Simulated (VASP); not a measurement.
Band structure of NiAl (CsCl type). Calculation: SCAN meta-GGA, VASP's PBE PAW potentials (set 64) (plane waves; VASP).

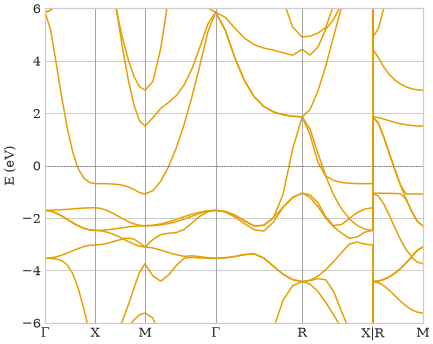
*Bands along high-symmetry lines, zero at the valence-band maximum or, without a gap, the Fermi level*

Read the plot: is there a gap, and where are the band edges?

It has no gap at this level: it comes out as a metal or semimetal.

The compound is NiAl in the CsCl type structure. It was relaxed first. The run is not spin-polarised, so no magnetic state was tried. The electron count is odd and the run is not spin-polarised, which forces a metal.
